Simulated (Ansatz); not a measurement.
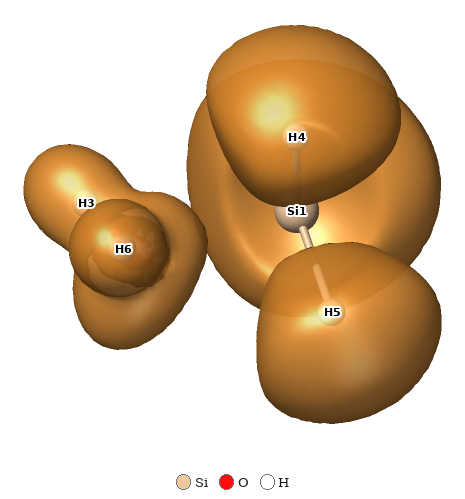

Figure. H2Si···H2O. Isosurface of the ELF at 0.75 (orange), seen across its widest extent. Core shells and regions of very low density are left out.

The product side of a reaction path; geometry: PBE0-D4/def2-TZVP.

The calculation used RKS PBE0-D4/def2-TZVPP in Ansatz 0.2.0.

Input

```
crystal:
  periodic: [false, false, false]
  atoms:
    - {symbol: Si, position_ang: [-1.220344, 0.167742, -0.074509]}
    - {symbol: O, position_ang: [0.677063, -0.503383, -0.508942]}
    - {symbol: H, position_ang: [0.722262, -1.459876, -0.408262]}
    - {symbol: H, position_ang: [-0.768805, 0.351456, 1.377785]}
    - {symbol: H, position_ang: [-0.736296, 1.555669, -0.471592]}
    - {symbol: H, position_ang: [1.326121, -0.111608, 0.085520]}
basis:
  gaussian: {orbitals: def2-TZVPP}
hamiltonian: {xc: pbe0, dispersion: d4}
output: {orbitals: {seedname: orbitals}}
```

Run with:

```sh
ansatz run in.yaml --threads 2 --pin off --events-out ev --progress --plain --max-ram 4352MiB
```

What do the ELF domains correspond to?

At this value the surface marks out two regions around hydrogen nuclei, one lobe on Si, pointing away from the bonds (lone pairs) and one joined region spread over several atoms (H, O), in which their bonds and any lone pairs are merged.

Values along the shortest contacts:
Si1···O2 (2.06 Å): the ELF peaks at about 0.90 in the valence shell of O, 0.6 Å from its nucleus, and is about 0.55 at the midpoint. O–H (0.96 Å): the ELF climbs to about 1 towards the hydrogen, as it does in any bond to H (an ordinary covalent bond to hydrogen).
